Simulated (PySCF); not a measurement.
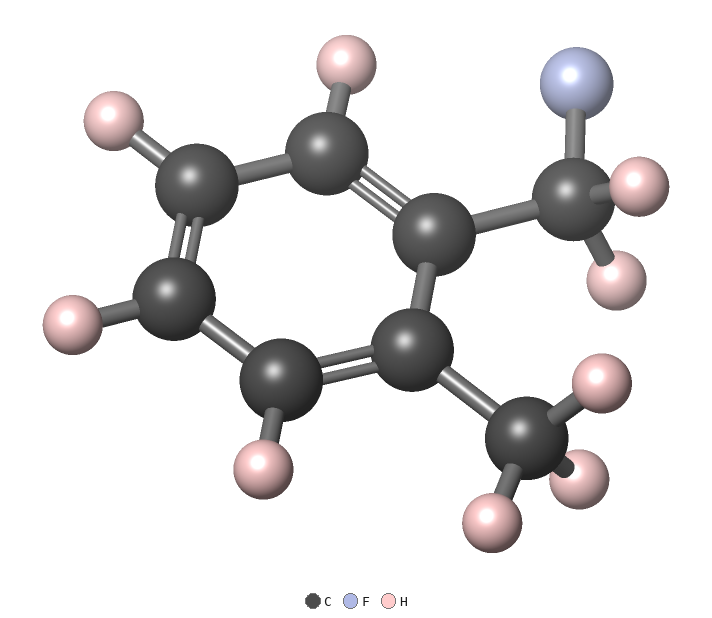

Double and triple bonds are drawn as two and three sticks.

The geometry was computed by an optimisation with PBE0-D3(BJ)/def2-SVP. No frequency run is at hand to confirm it as a minimum.

Question: What is the molecular formula?

Answer: C8H9F, 18 atoms: 8 carbon, 9 hydrogen and 1 fluorine.

Question: Give the symmetry (Schoenflies symbol).

Answer: Cs.

The parts below concern this one geometry. Atoms keep their numbers from picture to picture.

Ring current

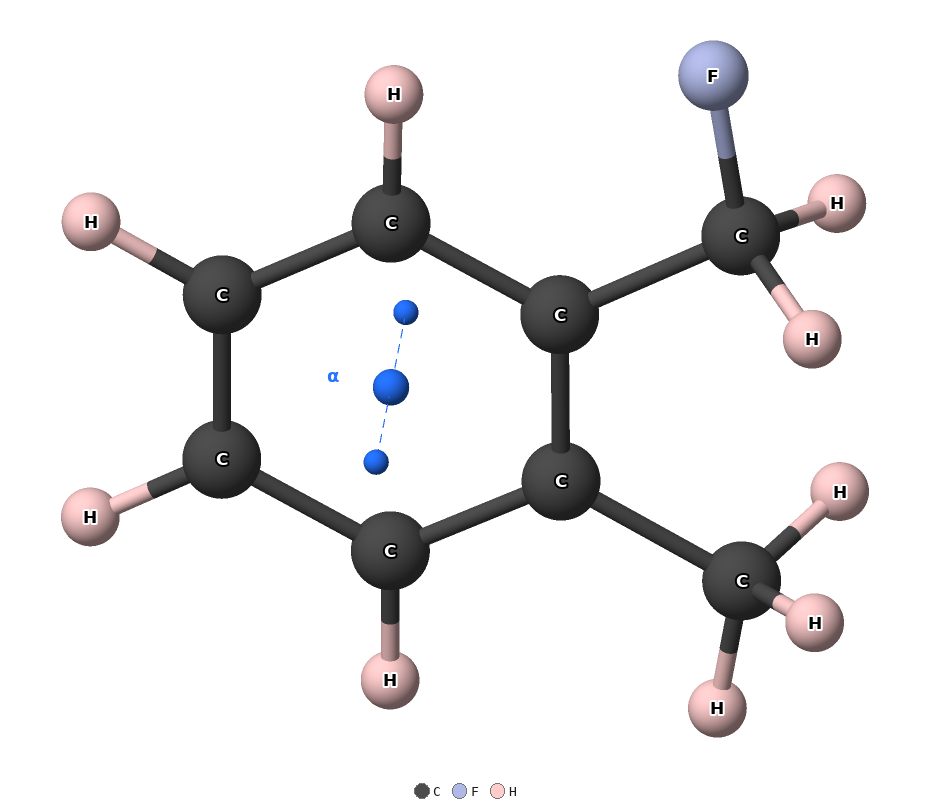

The small points mark where nucleus-independent chemical shifts (NICS) were computed: at the centre of each lettered ring and 1 Å above and below it. No frequency run is at hand to confirm it as a minimum. Properties computed with GIAO PBE0/pcSseg-1 NMR shielding, non-relativistic, IEF-PCM chloroform (PySCF 2.14.0).

Give NICS(0), NICS(1) and the out-of-plane component NICS(1)zz for each ring (means of the two sides).

| ring | members | NICS(0) | NICS(1) | NICS(1)zz |
| --- | --- | --- | --- | --- |
| α | C6 | −8.6 | −11.5 | −28.5 |

Values in ppm.

Question: What do the values say about the ring currents?

Answer: Ring α: diatropic, as in an aromatic ring. NICS is one index among several.

Electronic properties

No frequency run is at hand to confirm it as a minimum. Method: B3LYP/def2-SVPD in chloroform (IEF-PCM) (PySCF 2.14.0). Excitations: vertical, linear response.

Question: What is the mean static polarisability?

Answer: 119.4 bohr³.

Question: What is the dipole moment?

Answer: 2.34 D.

Question: What is the brightest of the 6 lowest singlets?

Answer: 6.62 eV.

Question: Give the lowest vertical singlet excitation at this level.

Answer: 5.28 eV.

Charges

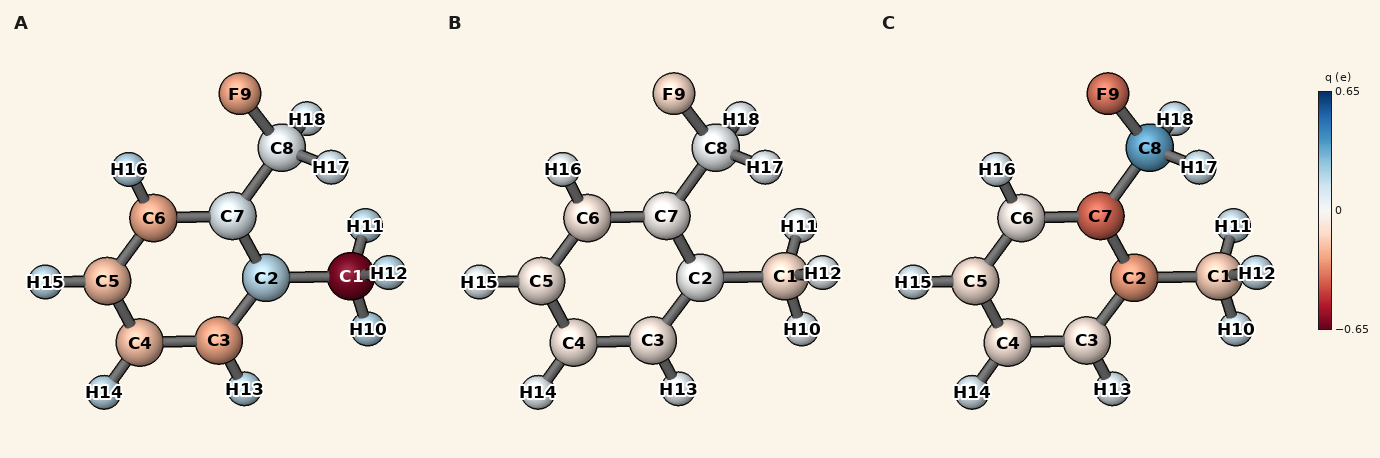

Atomic charges of one calculation by 3 schemes, on one colour scale. No frequency run is at hand to confirm it as a minimum. Level of theory: PBE0/pcSseg-1 in chloroform (IEF-PCM) (PySCF 2.14.0).

Question: The schemes are ESP-fitted, Hirshfeld, Mulliken. Which panel shows which?

Answer: A ESP-fitted, B Hirshfeld, C Mulliken.

List the charges (e), one line for each set of equivalent atoms. Atoms whose distances differ by more than 0.02 Å in this geometry are listed apart.

```json
{"atom": "C1", "ESP-fitted": "−0.61", "Hirshfeld": "−0.11", "Mulliken": "−0.15"}
{"atom": "C2", "ESP-fitted": "0.18", "Hirshfeld": "0.00", "Mulliken": "−0.27"}
{"atom": "C3", "ESP-fitted": "−0.24", "Hirshfeld": "−0.06", "Mulliken": "−0.07"}
{"atom": "C4", "ESP-fitted": "−0.19", "Hirshfeld": "−0.06", "Mulliken": "−0.08"}
{"atom": "C5", "ESP-fitted": "−0.20", "Hirshfeld": "−0.06", "Mulliken": "−0.08"}
{"atom": "C6", "ESP-fitted": "−0.24", "Hirshfeld": "−0.07", "Mulliken": "−0.04"}
{"atom": "C7", "ESP-fitted": "0.07", "Hirshfeld": "−0.02", "Mulliken": "−0.38"}
{"atom": "C8", "ESP-fitted": "0.05", "Hirshfeld": "0.03", "Mulliken": "0.34"}
{"atom": "F9", "ESP-fitted": "−0.25", "Hirshfeld": "−0.11", "Mulliken": "−0.34"}
{"atom": "H10", "ESP-fitted": "0.19", "Hirshfeld": "0.05", "Mulliken": "0.13"}
{"atom": "H11", "ESP-fitted": "0.17", "Hirshfeld": "0.05", "Mulliken": "0.14"}
{"atom": "H12", "ESP-fitted": "0.17", "Hirshfeld": "0.05", "Mulliken": "0.14"}
{"atom": "H13", "ESP-fitted": "0.17", "Hirshfeld": "0.05", "Mulliken": "0.09"}
{"atom": "H14", "ESP-fitted": "0.17", "Hirshfeld": "0.05", "Mulliken": "0.10"}
{"atom": "H15", "ESP-fitted": "0.17", "Hirshfeld": "0.05", "Mulliken": "0.11"}
{"atom": "H16", "ESP-fitted": "0.18", "Hirshfeld": "0.04", "Mulliken": "0.08"}
{"atom": "H17", "ESP-fitted": "0.10", "Hirshfeld": "0.05", "Mulliken": "0.14"}
{"atom": "H18", "ESP-fitted": "0.10", "Hirshfeld": "0.05", "Mulliken": "0.14"}
```

Mulliken values depend strongly on the basis set and can even reverse the polarity of a bond.
